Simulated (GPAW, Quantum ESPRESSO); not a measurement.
# K (Im-3m): the K K absorption edge

Do two independent programs agree on the K K edge of K (Im-3m)? The same cell and functional are run with XSpectra and with GPAW.

Main program and level: Quantum ESPRESSO 7.5; core-hole supercells, plane-wave PAW LDA (first program; GPAW 26.7.0 follows as the second).

The database entry behind the starting cell lists a temperature near 5 K, so it need not match the best structure at ambient conditions.

## Step 1: Set-up

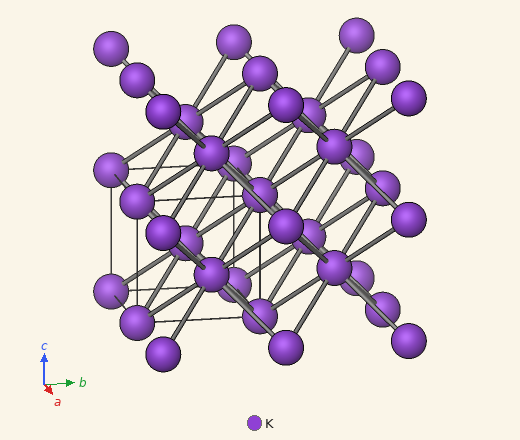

The starting structure, seen slightly off an axis (potassium purple). 2×2×2 cells are drawn. This picture shows the conventional cell, with its axes. Some periodic images of atoms are drawn too.

## Step 2: The field without a hole (Quantum ESPRESSO)

The ground state comes first: it tells whether the system has a gap, which decides how the excited electron is treated.

File scf.in:

```
&control
   calculation='scf', prefix='x', pseudo_dir='../pp', outdir='tmp', tprnfor=.true.
/
&system
   ibrav=0, nat=1, ntyp=1, nbnd=9
   ecutwfc=46, ecutrho=310
   occupations='smearing', smearing='mv', degauss=0.015
/
&electrons
   conv_thr=1.0e-08, electron_maxstep=120
   mixing_beta=0.5
/
ATOMIC_SPECIES
K3 1.0 K.lda-spn-kjpaw.UPF
CELL_PARAMETERS angstrom
  -2.61250000 2.61250000 2.61250000
  2.61250000 -2.61250000 2.61250000
  2.61250000 2.61250000 -2.61250000
ATOMIC_POSITIONS crystal
K3   0.00000000 0.00000000 0.00000000
K_POINTS automatic
7 7 7 0 0 0
```

File K.lda-spn-kjpaw.ld1.in:

```
&input
   title='K', zed=19., rel=1, iswitch=3, dft='PZ',
   config='[Ar] 4s1 4p0 3d-1'
/
&inputp
   file_pseudopw='K.lda-spn-kjpaw.UPF', author='',
   lpaw=.true.,
   pseudotype=3,
   lloc=-1,
   rcloc=1.5,
   which_augfun='PSQ',
   rmatch_augfun_nc=.true.,
   nlcc=.true.,
   new_core_ps=.true.,
   rcore=1.0,
   tm=.true.,
   lgipaw_reconstruction=.true., use_paw_as_gipaw=.true.
/
6
3S  1  0  2.00  0.00  1.20  1.30  0.0
4S  2  0  1.00  0.00  1.20  1.30  0.0
3P  2  1  6.00  0.00  1.40  1.60  0.0
4P  3  1  0.00  0.00  1.40  1.60  0.0
3D  3  2  0.00  0.05  1.20  1.70  0.0
3D  3  2  0.00  1.00  1.20  1.70  0.0
```

The run is started by

```console
OMP_NUM_THREADS=1 mpirun --oversubscribe --bind-to none -np 4 pw.x -nk 4 -in scf.in > scf.out
```

The program printed:

```text
     [... banner and references ...]
using ibrav=0 with symmetry is DISCOURAGED, use correct ibrav instead

     G-vector sticks info
     --------------------

     Using Slab Decomposition

     bravais-lattice index     =            0
     lattice parameter (alat)  =       8.5510  a.u.
     unit-cell volume          =     481.3107 (a.u.)^3
     number of atoms/cell      =            1
     number of atomic types    =            1
     number of electrons       =         9.00
     number of Kohn-Sham states=            9
     kinetic-energy cutoff     =      46.0000  Ry
     charge density cutoff     =     310.0000  Ry
     scf convergence threshold =      1.0E-08
     mixing beta               =       0.5000
     number of iterations used =            8  plain     mixing
     Exchange-correlation= SLA  PZ   NOGX NOGC
                           (   1   1   0   0   0   0   0)

     celldm(1)=   8.550978  celldm(2)=   0.000000  celldm(3)=   0.000000
     celldm(4)=   0.000000  celldm(5)=   0.000000  celldm(6)=   0.000000

     crystal axes: (cart. coord. in units of alat)
               a(1) = (  -0.577350   0.577350   0.577350 )
               a(2) = (   0.577350  -0.577350   0.577350 )
               a(3) = (   0.577350   0.577350  -0.577350 )

     reciprocal axes: (cart. coord. in units 2 pi/alat)
               b(1) = ( -0.000000  0.866025  0.866025 )
               b(2) = (  0.866025 -0.000000  0.866025 )
               b(3) = (  0.866025  0.866025  0.000000 )

     ../pp/K.lda-spn-kjpaw.UPF
     Pseudo is Projector augmented-wave + core cor, Zval =  9.0
     Shape of augmentation charge: PSQ
     Using radial grid of 1165 points,  6 beta functions with:
                l(1) =   0
                l(2) =   0
                l(3) =   1
                l(4) =   1
                l(5) =   2
                l(6) =   2
     Q(r) pseudized with 0 coefficients

     atomic species   valence    mass     pseudopotential
     K3                9.00     1.00000     K ( 1.00)

     48 Sym. Ops., with inversion, found

   Cartesian axes

     site n.     atom                  positions (alat units)
         1        K3     tau(   1) = (   0.0000000   0.0000000   0.0000000  )

     number of k points=    20  Marzari-Vanderbilt smearing, width (Ry)=  0.0150
                       cart. coord. in units 2pi/alat
        k(    1) = (   0.0000000   0.0000000   0.0000000), wk =   0.0058309
        k(    2) = (   0.1237179   0.1237179   0.0000000), wk =   0.0699708
        k(    3) = (   0.2474358   0.2474358   0.0000000), wk =   0.0699708
        k(    4) = (   0.3711537   0.3711537   0.0000000), wk =   0.0699708
        k(    5) = (   0.2474358   0.1237179   0.1237179), wk =   0.1399417
[...]
k(   18) = (  -0.0000000  -0.1237179   0.6185896), wk =   0.1399417
        k(   19) = (  -0.7423075  -0.1237179  -0.1237179), wk =   0.0466472
        k(   20) = (  -0.0000000  -0.0000000   0.7423075), wk =   0.0349854

     Dense  grid:    44115 G-vectors     FFT dimensions: (  48,  48,  48)

     Smooth grid:    20377 G-vectors     FFT dimensions: (  40,  40,  40)

     Initial potential from superposition of free atoms

     starting charge       8.9844, renormalised to       9.0000
     Starting wfcs are    8 randomized atomic wfcs +    1 random wfcs
     Checking if some PAW data can be deallocated...

     per-process dynamical memory:    27.9 Mb

     Self-consistent Calculation

     iteration #  1     ecut=    46.00 Ry     beta= 0.50
     Davidson diagonalization with overlap
     ethr =  1.00E-02,  avg # of iterations =  7.3

     Threshold (ethr) on eigenvalues was too large:
     Diagonalizing with lowered threshold

     Davidson diagonalization with overlap
     ethr =  1.26E-05,  avg # of iterations = 10.5

     total energy              =    -109.87081534 Ry
     estimated scf accuracy    <       0.00111350 Ry

     iteration #  2     ecut=    46.00 Ry     beta= 0.50
     Davidson diagonalization with overlap
     ethr =  1.24E-05,  avg # of iterations =  1.8

     total energy              =    -109.87090662 Ry
     estimated scf accuracy    <       0.00014533 Ry

     iteration #  3     ecut=    46.00 Ry     beta= 0.50
     Davidson diagonalization with overlap
     ethr =  1.61E-06,  avg # of iterations =  4.7

     total energy              =    -109.87091318 Ry
     estimated scf accuracy    <       0.00001608 Ry

     iteration #  4     ecut=    46.00 Ry     beta= 0.50
     Davidson diagonalization with overlap
     ethr =  1.79E-07,  avg # of iterations =  1.6

     total energy              =    -109.87091406 Ry
     estimated scf accuracy    <       0.00000008 Ry

     iteration #  5     ecut=    46.00 Ry     beta= 0.50
     Davidson diagonalization with overlap
     ethr =  8.45E-10,  avg # of iterations =  2.9

     total energy              =    -109.87091410 Ry
     estimated scf accuracy    <       0.00000006 Ry

     iteration #  6     ecut=    46.00 Ry     beta= 0.50
     Davidson diagonalization with overlap
     ethr =  7.01E-10,  avg # of iterations =  2.0

     total energy              =    -109.87091412 Ry
     estimated scf accuracy    <       0.00000002 Ry

     iteration #  7     ecut=    46.00 Ry     beta= 0.50
     Davidson diagonalization with overlap
     ethr =  2.46E-10,  avg # of iterations =  1.6

     total energy              =    -109.87091411 Ry
     estimated scf accuracy    <       0.00000001 Ry

     iteration #  8     ecut=    46.00 Ry     beta= 0.50
     Davidson diagonalization with overlap
     ethr =  1.33E-10,  avg # of iterations =  2.0

     End of self-consistent calculation

          k = 0.0000 0.0000 0.0000 (  2491 PWs)   bands (ev):

   -30.1180 -13.7560 -13.7560 -13.7560  -0.4878   5.9085   5.9085   5.9085
     6.8512

          k = 0.1237 0.1237 0.0000 (  2537 PWs)   bands (ev):

   -30.1172 -13.7712 -13.7611 -13.7561  -0.2280   5.5004   5.6297   6.1162
     6.6108

          k = 0.2474 0.2474 0.0000 (  2531 PWs)   bands (ev):

   -30.1150 -13.8045 -13.7723 -13.7560   0.5148   4.3201   5.1544   6.6841
     6.7205

          k = 0.3712 0.3712 0.0000 (  2547 PWs)   bands (ev):

   -30.1133 -13.8309 -13.7813 -13.7560   1.6247   2.9950   4.8566   6.5609
     7.1835

          k = 0.2474 0.1237 0.1237 (  2534 PWs)   bands (ev):

   -30.1156 -13.7940 -13.7670 -13.7596   0.2741   4.8348   5.1089   6.4549
     6.4693

[...]
k = 0.2474 0.2474 0.2474 (  2526 PWs)   bands (ev):

[...]
k = 0.3712 0.3712 0.2474 (  2528 PWs)   bands (ev):

[...]
k =-0.0000-0.0000 0.2474 (  2543 PWs)   bands (ev):

[...]
k = 0.4949 0.3712 0.3712 (  2523 PWs)   bands (ev):

[...]
k =-0.0000-0.1237 0.3712 (  2547 PWs)   bands (ev):

[...]
k =-0.0000-0.2474 0.4949 (  2537 PWs)   bands (ev):

[...]
k = 0.1237-0.1237 0.4949 (  2538 PWs)   bands (ev):

[...]
k =-0.7423-0.2474-0.2474 (  2539 PWs)   bands (ev):

[...]
k =-0.0000-0.0000 0.4949 (  2535 PWs)   bands (ev):

[...]
k =-0.0000-0.1237 0.6186 (  2535 PWs)   bands (ev):

   -30.1108 -13.8184 -13.7997 -13.7913   2.4204   3.4831   4.8840   5.0970
     6.1089

          k =-0.7423-0.1237-0.1237 (  2553 PWs)   bands (ev):

   -30.1102 -13.8138 -13.8138 -13.7940   3.1846   3.1846   4.2207   5.7494
     5.7494

          k =-0.0000-0.0000 0.7423 (  2530 PWs)   bands (ev):

   -30.1095 -13.8123 -13.8098 -13.8098   3.0930   3.4866   5.1961   5.2172
     5.2172

     the Fermi energy is     1.7337 ev

!    total energy              =    -109.87091411 Ry
     total all-electron energy =     -1201.195914 Ry
     estimated scf accuracy    <          1.3E-10 Ry
     smearing contrib. (-TS)   =      -0.00032588 Ry
     internal energy E=F+TS    =    -109.87058823 Ry

     The total energy is F=E-TS. E is the sum of the following terms:
     one-electron contribution =     -35.43769114 Ry
     hartree contribution      =      18.85315709 Ry
     xc contribution           =     -11.01649666 Ry
     ewald contribution        =     -29.85449798 Ry
     one-center paw contrib.   =     -52.41505954 Ry

     convergence has been achieved in   8 iterations

     Forces acting on atoms (cartesian axes, Ry/au):

     atom    1 type  1   force =     0.00000000    0.00000000    0.00000000

     Total force =     0.000000     Total SCF correction =     0.000000

     XML data file, charge density, pseudopotentials, collected wavefunctions

=------------------------------------------------------------------------------=
   JOB DONE.
=------------------------------------------------------------------------------=
```

The job ended after 3.7 s (4 MPI ranks of Arm Neoverse V1, shared host; peak memory 0.1 GiB).

Absorbing atoms carry a label of their own (element plus a letter or digit), as the spectrum program needs them as separate species.

The mesh shows no gap, so the system is treated as a metal and the core electron is put at the Fermi level (neutral cell).

## Step 3: Spectrum without a core hole, K atom 1 (Quantum ESPRESSO)

Without a hole the spectrum is the empty density of states of the right symmetry on the absorber, weighted by matrix elements. It needs only the small cell and serves as the baseline.

The absorber has 8 K at 4.52 Å and 6 K at 5.22 Å (cube and octahedron, as in bcc, site symmetry m-3m).

File xspectra.in:

```
&input_xspectra
   calculation='xanes_dipole', edge='K'
   prefix='x', outdir='tmp', xiabs=1, xe0=1.7337
   xonly_plot=.false., x_save_file='xanes.sav'
   xniter=3000, xcheck_conv=20, xerror=0.005
   xcoordcrys=.false., xepsilon(1)=1, xepsilon(2)=0, xepsilon(3)=0
/
&plot
   xnepoint=413, xemin=-10, xemax=45, terminator=.true., cut_occ_states=.true.
   xgamma=0.4
/
&pseudos
   filecore='../K.wfc'
/
&cut_occ
   cut_desmooth=0.1, cut_stepl=0.05, cut_stepu=0.05, cut_ierror=1e-5
/
8 8 8 0 0 0
```

The run is started by

```console
OMP_NUM_THREADS=1 mpirun --oversubscribe --bind-to none -np 4 xspectra.x -nk 4 -in xspectra.in > xspectra.out
```

The program printed:

```text
     [... banner and references ...]
Reading input_file

     calculation: xanes_dipole

     xepsilon  [cartesian coordinates]:   1.000000   0.000000   0.000000

     xonly_plot: FALSE
        => complete calculation: Lanczos + spectrum plot

     filecore (core-wavefunction file): ../K.wfc

     main plot parameters:
        cut_occ_states: TRUE
        gamma_mode:  constant
        -> using xgamma [eV]:  0.40
        xemin [eV]: -10.00
        xemax [eV]:  45.00
        xnepoint:  413
        xe0 [eV]:   1.733700 (energy zero read in input file)

[...]
Results of STEP 1 successfully written in x_save_file
     x_save_file name:
     ->  xanes.sav
     x_save_file version:  2

     ... End STEP 1 ...

     ... Begin STEP 2 ...

     The spectrum is calculated using the following parameters:
        xe0 [eV]:    1.7337
        the occupied states are elimintate from the spectrum
        xemin [eV]: -10.00
        xemax [eV]:  45.00
        xnepoint:  413
        constant broadening parameter [eV]:    0.400
        Core level energy [eV]:  -3608.
         (from electron binding energy of neutral atoms in X-ray data booklet)

     Cross-section successfully written in xanes.dat

     ... End STEP 2 ...

                                END JOB XSpectra
```

Wall time 56 s (4 MPI ranks); peak memory 0.08 GiB; 3.8 min of CPU time.

The K K spectrum, K atom 1, no core hole (energy from the energy zero of the input (xe0, at the border of filled and empty states); intensity scaled to a mean of 1 over the first 20 eV; the points at xe0, where the cut of filled states can leave a spike, are interpolated):

```csv
E (eV),intensity
-2.0,0.05
-0.5,0.15
1.0,0.77
2.5,0.62
4.0,0.62
5.5,0.75
7.0,1.85
8.5,1.05
10.0,0.87
11.5,1.00
13.0,1.14
14.5,0.91
16.0,0.97
17.5,1.13
19.0,1.40
20.5,1.06
22.0,0.92
23.5,0.89
25.0,0.97
26.5,1.09
28.0,0.94
29.5,0.70
31.0,1.04
```

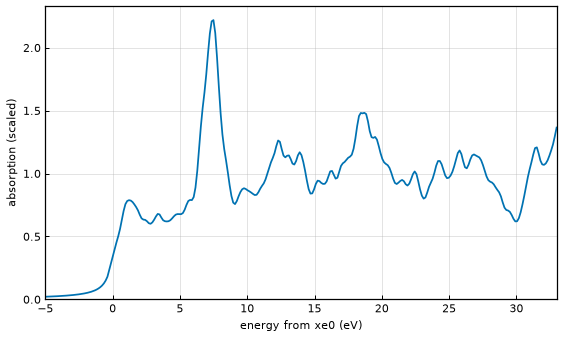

The K K edge, K atom 1, no core hole: main maxima at 7.5, 12.3 and 18.7 eV.

Main maxima below 30 eV (height): 1.2 eV (0.79), 7.5 eV (2.22), 12.3 eV (1.26), 13.9 eV (1.17), 18.7 eV (1.48), 25.8 eV (1.18) and 26.8 eV (1.15). A K edge sees empty p states on the absorber.

## Step 4: Another broadening

The final state's lifetime shortens with energy, so measured features broaden above the edge; the saved Lanczos coefficients are redrawn with a width that grows.

File xspectra_plot.in:

```
&input_xspectra
   calculation='xanes_dipole', edge='K'
   prefix='x', outdir='tmp', xiabs=1, xe0=1.7337
   xonly_plot=.true., x_save_file='xanes.sav'
   xniter=3000, xcheck_conv=20, xerror=0.005
   xcoordcrys=.false., xepsilon(1)=1, xepsilon(2)=0, xepsilon(3)=0
/
&plot
   xnepoint=413, xemin=-10, xemax=45, terminator=.true., cut_occ_states=.true.
   gamma_mode='variable', gamma_energy(1)=4, gamma_energy(2)=25, gamma_value(1)=0.37, gamma_value(2)=2.5
/
&pseudos
   filecore='../K.wfc'
/
&cut_occ
   cut_desmooth=0.1, cut_stepl=0.05, cut_stepu=0.05, cut_ierror=1e-5
/
8 8 8 0 0 0
```

The run is started by

```console
OMP_NUM_THREADS=1 xspectra.x -in xspectra_plot.in > xspectra_plot.out
```

The program printed:

```text
     [... banner and references ...]
Reading input_file
     -------------------------------------------------------------------------

     calculation: xanes_dipole

     xonly_plot: TRUE
        => only the spectrum plot

     main plot parameters:
        cut_occ_states: TRUE
        gamma_mode:  variable
        -> first, constant up to point ( 4.00, 0.37) [eV]
        -> then, linear up to point (25.00, 2.50) [eV]
        -> finally, constant up to xemax
        xemin [eV]: -10.00
        xemax [eV]:  45.00
        xnepoint:  413
[...]
xemin [eV]: -10.00
        xemax [eV]:  45.00
        xnepoint:  413
        energy-dependent broadening parameter:
         -> first, constant up to point ( 4.00, 0.37) [eV]
         -> then, linear up to point (25.00, 2.50) [eV]
         -> finally, constant up to xemax
        Core level energy [eV]:  -3608.
         (from electron binding energy of neutral atoms in X-ray data booklet)

     Cross-section successfully written in xanes.dat

     -------------------------------------------------------------------------
                                END JOB XSpectra
     -------------------------------------------------------------------------
[key lines of the parts left out:]
Fermi level [eV]:   2.0638
```

It took 5.6 s on 1 MPI rank; peak memory 0.06 GiB.

With a Lorentzian half width 0.37 eV up to 4 eV, rising linearly to 2.5 eV at 25 eV, the maxima are 1.2 eV (0.83), 3.3 eV (0.71), 7.4 eV (1.81), 12.6 eV (1.10) and 18.6 eV (1.16).

## Step 5: Reference energy of the supercell (Quantum ESPRESSO)

The photon energy needs a difference of total energies, so the cell and mesh of the coming hole run are first run without a hole.

File scf.in:

```
&control
   calculation='scf', prefix='x', pseudo_dir='../pp', outdir='tmp', tprnfor=.true.
/
&system
   ibrav=0, nat=4, ntyp=1, nbnd=22
   ecutwfc=46, ecutrho=310
   occupations='smearing', smearing='mv', degauss=0.015
/
&electrons
   conv_thr=4.0e-08, electron_maxstep=120
   mixing_beta=0.5
/
ATOMIC_SPECIES
K 1.0 K.lda-spn-kjpaw.UPF
CELL_PARAMETERS angstrom
  5.22500000 -5.22500000 0.00000000
  5.22500000 0.00000000 -5.22500000
  5.22500000 0.00000000 5.22500000
ATOMIC_POSITIONS crystal
K    0.00000000 0.00000000 0.00000000
K    0.00000000 0.50000000 0.50000000
K    0.50000000 0.75000000 0.25000000
K    0.50000000 0.25000000 0.75000000
K_POINTS automatic
5 5 5 0 0 0
```

The run is started by

```console
OMP_NUM_THREADS=1 mpirun --oversubscribe --bind-to none -np 4 pw.x -nk 4 -in scf.in > scf.out
```

The program printed:

```text
     [... banner and references ...]
[banner, memory and clock lines left out]
Found identity + (  0.0000 -0.5000 -0.5000) symmetry
     This is a supercell, fractional translations are disabled
     using ibrav=0 with symmetry is DISCOURAGED, use correct ibrav instead

     G-vector sticks info

     bravais-lattice index     =            0
     lattice parameter (alat)  =      13.9637  a.u.
     unit-cell volume          =    1925.2427 (a.u.)^3
[...]
convergence has been achieved in   6 iterations

     Forces acting on atoms (cartesian axes, Ry/au):

     atom    1 type  1   force =    -0.00000000   -0.00000000   -0.00000000
     atom    2 type  1   force =    -0.00000000   -0.00000000   -0.00000000
     atom    3 type  1   force =    -0.00000000    0.00000000   -0.00000000
     atom    4 type  1   force =     0.00000000    0.00000000    0.00000000

     Total force =     0.000000     Total SCF correction =     0.000000

     XML data file, charge density, pseudopotentials, collected wavefunctions
[key lines of the parts left out:]
!    total energy              =    -439.48167158 Ry
the Fermi energy is     1.6951 ev
```

It took 13 s on 4 MPI ranks; peak memory 0.28 GiB.

Reference energy: -65372.385 eV with the cores included.

[end of part 1 of 4]

[Banner, clock and machine lines of the logs are left out without a mark of their own.]

[Logs are printed without paths, hosts, clocks, repeated set-up lines and the standing remarks that a program may print on its own settings, such as how far it seeks lower states.]

[Hosts, paths, dates, database ids (printed as entryN), source tags and the programs' standing remarks are cut or masked in the printed files.]

[Lists of maxima count a maximum above −3 eV only where it reaches 4 % of the highest in the window and stands out from its surroundings by 2 % of it (1.5 % where it reaches 55 %); shoulders and weaker maxima are passed over, and of the rest the first, up to two pre-edge ones and the few strongest are named.]
